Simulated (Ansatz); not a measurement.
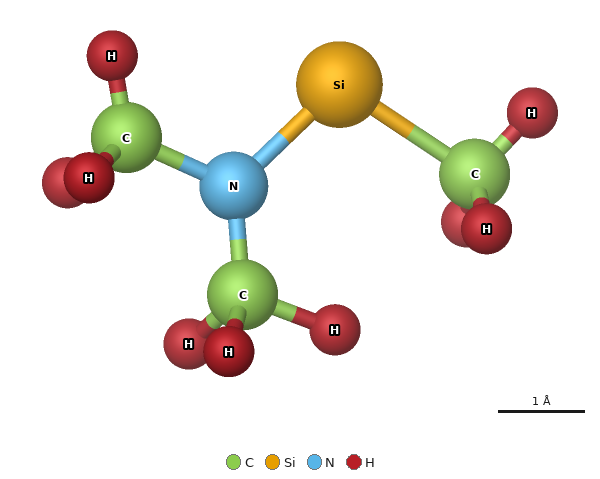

The input geometry (ball-and-stick view, seen at a tilt). Bond lengths as drawn: C–H 0.96 to 1.30 Å, C–N 1.28 to 1.42 Å, C–Si 1.92 Å and N–Si 1.75 Å.

**C$_{3}$H$_{9}$NSi: geometry relaxation**

System: C$_{3}$H$_{9}$NSi, SMILES C[Si]N(C)C.
Method: RKS LC-wPBE/pcseg-2 (Ansatz 0.2.0).

The run did not end well. The geometry comes from this level: PBE0-D4/def2-TZVP.

Input
```yaml
crystal:
  periodic: [false, false, false]
  atoms:
    - {symbol: C, position_ang: [-1.943261, 0.013413, 1.312745]}
    - {symbol: Si, position_ang: [-0.824772, 1.301332, 0.438899]}
    - {symbol: N, position_ang: [0.447848, 0.327695, -0.259297]}
    - {symbol: C, position_ang: [0.610589, -0.943682, -0.221097]}
    - {symbol: C, position_ang: [1.331077, 1.067851, -1.097418]}
    - {symbol: H, position_ang: [-2.265680, -0.764078, 0.557110]}
    - {symbol: H, position_ang: [-1.445857, -0.404248, 2.022206]}
    - {symbol: H, position_ang: [-2.673998, 0.604763, 1.640344]}
    - {symbol: H, position_ang: [-0.181560, -1.509124, 0.461797]}
    - {symbol: H, position_ang: [1.565026, -1.292620, 0.207818]}
    - {symbol: H, position_ang: [0.500994, -1.716990, -1.254815]}
    - {symbol: H, position_ang: [2.375472, 0.793232, -0.584754]}
    - {symbol: H, position_ang: [1.480222, 0.555204, -2.119207]}
    - {symbol: H, position_ang: [1.245131, 2.023346, -1.270268]}
basis:
  gaussian: {orbitals: pcseg-2}
hamiltonian: {xc: {name: LC-wPBE}}
scf: {lower_state_search: full}
relax: {f_tol: 0.0001, max_steps: 3}
```

Hardware: 4 threads of Arm Neoverse V2, 23 GiB of memory available, shared host.

Run as:
```bash
ansatz run in.yaml --threads 4 --pin off --events-out ev --progress --plain --max-ram 10444MiB
```

The program's output
```
Functional definition: LC-wPBE
  name "LC-wPBE"
  cite "Vydrov & Scuseria, J. Chem. Phys. 125, 234109 (2006) doi:10.1063/1.2409292"
  cite "Heyd & Scuseria, J. Chem. Phys. 120, 7274 (2004) doi:10.1063/1.1668634"
  cite "Ernzerhof & Perdew, J. Chem. Phys. 109, 3313 (1998) doi:10.1063/1.476928"
  cite "Perdew, Burke & Ernzerhof, Phys. Rev. Lett. 77, 3865 (1996) doi:10.1103/PhysRevLett.77.3865"
  parent pbe
  parameter omega = 0.4/bohr
  exchange = pbe_x_sr(omega) + exact_x_lr(omega)
  correlation = pbe_c
1358 factors; their error is unknown
509 factors; integrals over basis functions are off by at most 1.6e-5 eV
mean field evaluation 1: about -12610.2229 eV, gradient 6.4e1 eV
mean field evaluation 2: about -12611.5664 eV, gradient 6.0e1 eV
mean field evaluation 4: about -12619.1908 eV, gradient 3.0e0 eV
mean field evaluation 8: about -12619.2230 eV, gradient 5.3e-2 eV
mean field evaluation 16: about -12619.1420 eV, gradient 1.2e-4 eV
mean field -12619.14200110 eV, -463.7449149789 hartree, gradient 2.0e-5 eV, S^2 0.000000; 0 other end points of the search recorded, 0 dependent functions left out
the calculation of the forces begins
reference -12619.14200111 eV, -463.7449149792 hartree; 24, 24 occupied and 256, 256 virtual orbitals, 1358 factors
relax step   1: F+E_penalty+E_count = -12619.14200110 eV  Δ(F+E_penalty+E_count) = +0.000e0 eV  max|allowed force component| = 1.125e1 eV/Å  Δτ_max = 0.0000 Å  (35 SCF iters, accepted)
these checks for a lower state are left out or cut short: starts, cluster_reference, orbital_swaps, neighbouring_geometries, increment
1358 factors; their error is unknown
509 factors; integrals over basis functions are off by at most 1.7e-5 eV
mean field -12621.42322967 eV, -463.8287485824 hartree, gradient 1.3e-5 eV, S^2 0.000000; 0 other end points of the search recorded, 0 dependent functions left out
the calculation of the forces begins
reference -12621.42322968 eV, -463.8287485828 hartree; 24, 24 occupied and 256, 256 virtual orbitals, 1358 factors
relax step   2: F+E_penalty+E_count = -12621.42322967 eV  Δ(F+E_penalty+E_count) = -2.281e0 eV  max|allowed force component| = 4.473e0 eV/Å  Δτ_max = 0.1249 Å  (42 SCF iters, accepted)
these checks for a lower state are left out or cut short: starts, cluster_reference, orbital_swaps, neighbouring_geometries, increment
1358 factors; their error is unknown
509 factors; integrals over basis functions are off by at most 1.6e-5 eV
mean field evaluation 32: about -12621.7582 eV, gradient 5.5e-1 eV
mean field -12621.75877202 eV, -463.8410795362 hartree, gradient 2.2e-5 eV, S^2 0.000000; 0 other end points of the search recorded, 0 dependent functions left out
the calculation of the forces begins
reference -12621.75877203 eV, -463.8410795366 hartree; 24, 24 occupied and 256, 256 virtual orbitals, 1358 factors
relax step   3: F+E_penalty+E_count = -12621.75877202 eV  Δ(F+E_penalty+E_count) = -3.355e-1 eV  max|allowed force component| = 7.787e-1 eV/Å  Δτ_max = 0.1333 Å  (35 SCF iters, accepted)
```

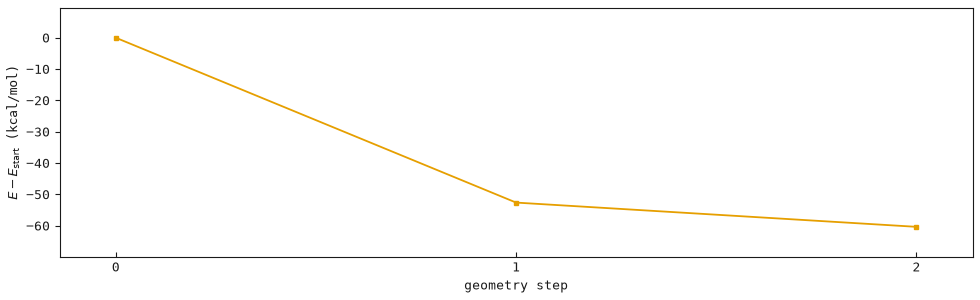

Progress of the relaxation, step by step (the first geometry is step 0 here and step 1 in the log).

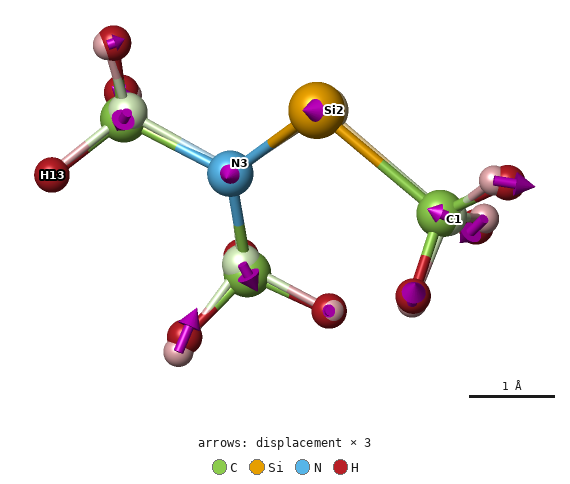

Start (faint) and end (solid) with the displacements as pink arrows, magnified 3 times (ball-and-stick view, seen at a tilt). The two geometries are laid on each other by the best rigid fit. The relaxation stopped without meeting its thresholds, so the last structure isn't shown to be converged. H11 moves most after the best rigid fit: 0.19 Å. Largest moves by element: H 0.19 Å, C 0.14 Å, Si 0.12 Å, N 0.10 Å. Among the contacts that change: C4–H11 1.296 → 1.080 Å, N3–C4 1.282 → 1.429 Å, C1–H7 0.962 → 1.096 Å, C5–H14 0.975 → 1.092 Å. Among the angles that change: N3–C5–H14 124.0° → 109.9°, N3–C4–H11 123.9° → 111.3°, N3–C5–H12 99.8° → 110.9°. After 2 geometry steps the energy has fallen by 60.3 kcal/mol. Largest force component: 11 eV/Å at the start, 0.78 eV/Å at the end. (Atoms are counted from 1 in the order of the input.)

```
Error: geometry relaxation did not converge after 3 steps: max|allowed force component| = 7.79e-1 eV/Å (threshold 1.0e-4). Raise `relax.max_steps` over both its present limit and 3, loosen `relax.f_tol`, or start from a geometry closer to equilibrium. Where this run's directory can be resumed (`checkpoint.write`), a resume goes on for up to `relax.max_steps` more
```

Trajectory as extended XYZ (Å, eV, eV/Å), 3 frames, from step=1 to step=3
```
14
Properties=species:S:1:pos:R:3:forces:R:3 step=1 energy=-12619.14200
C    -1.9433    0.0134    1.3127    0.4821   0.3474  -7.2453
Si   -0.8248    1.3013    0.4389    0.1799  -0.5073  -0.1408
N     0.4478    0.3277   -0.2593   -3.5161   7.6910  -0.6064
C     0.6106   -0.9437   -0.2211   -0.7755 -11.2462   0.1193
C     1.3311    1.0679   -1.0974    5.2057  -7.8127   0.0892
H    -2.2657   -0.7641    0.5571    0.0394   0.9059   0.9514
H    -1.4459   -0.4042    2.0222    3.0230  -2.8907   4.8256
H    -2.6740    0.6048    1.6403   -3.4622   1.9045   1.4986
H    -0.1816   -1.5091    0.4618    1.5950   1.4095  -1.3031
H     1.5650   -1.2926    0.2078    0.1752   0.2284  -0.2082
H     0.5010   -1.7170   -1.2548    0.3237   2.7553   2.2076
H     2.3755    0.7932   -0.5848   -1.5261   1.3164  -1.3263
H     1.4802    0.5552   -2.1192   -0.6507   0.6391   1.3012
H     1.2451    2.0233   -1.2703   -1.0933   5.2594  -0.1628
14
Properties=species:S:1:pos:R:3:forces:R:3 step=2 energy=-12621.42323
C    -1.9468    0.0422    1.2859    0.2908   0.3677  -1.8683
Si   -0.8614    1.3161    0.3679    0.3138  -0.4767  -0.1959
N     0.3779    0.3131   -0.3279   -0.9810   3.6393   0.5042
C     0.5879   -1.0308   -0.1996    0.2770  -4.4730  -0.6675
C     1.4012    1.0063   -1.0815    1.6370  -2.3608  -0.8097
H    -2.3134   -0.7106    0.5699   -0.0283   0.1936   0.2984
H    -1.3969   -0.4476    2.0437    0.5020  -0.6007   1.0389
H    -2.7647    0.5973    1.6883   -0.6917   0.1599   0.4523
H    -0.1339   -1.5370    0.4869    0.5074   0.5545  -0.6146
H     1.5947   -1.3081    0.1683   -0.2108   0.3908   0.0584
H     0.5334   -1.6075   -1.2041   -0.1062   0.9209   1.2698
H     2.4258    0.8292   -0.6362   -1.0061   0.2485  -0.2733
H     1.4497    0.5483   -2.1012    0.0385   0.3389   0.5512
H     1.2678    2.0450   -1.2262   -0.5423   1.0968   0.2562
14
Properties=species:S:1:pos:R:3:forces:R:3 step=3 energy=-12621.75877
C    -1.9195    0.0607    1.2410   -0.1862   0.1624   0.1724
Si   -0.8588    1.3469    0.3278    0.1818  -0.3609  -0.1088
N     0.3776    0.3371   -0.3233   -0.2507   0.7787   0.1683
C     0.5892   -1.0688   -0.1803    0.4268  -0.3847   0.2970
C     1.4191    0.9654   -1.1127   -0.1386   0.1501  -0.0732
H    -2.3722   -0.6391    0.5318    0.0223  -0.0008   0.0273
H    -1.3304   -0.5240    1.9569   -0.1361   0.0865  -0.0305
H    -2.7420    0.5533    1.7844    0.3266  -0.1601  -0.1685
H    -0.1431   -1.5235    0.4658   -0.2349  -0.0748   0.2083
H     1.5833   -1.2949    0.2359   -0.1595   0.1579  -0.0484
H     0.5301   -1.5726   -1.1332   -0.0061  -0.2060  -0.5093
H     2.3908    0.8447   -0.6387    0.1956  -0.0671   0.0695
H     1.4741    0.5355   -2.1176   -0.0282  -0.0059   0.0233
H     1.2230    2.0356   -1.2038   -0.0128  -0.0754  -0.0277
```

Outcome

```tsv
quantity	value
outcome	not converged
wall time	11 s (CPU time 38 s)
peak memory	0.64 GiB
```

Diagnosis

This input holds a deliberate fault: the optimiser is allowed too few steps. The run did not converge: “geometry relaxation did not converge after 3 steps: max|allowed force component| = 7.79e-1 eV/Å (threshold 1.0e-4). Raise `relax.max_steps` over both its present limit and 3, loosen `relax.f_tol`, or start from a geometry closer to equilibrium …” Its last values are not results.
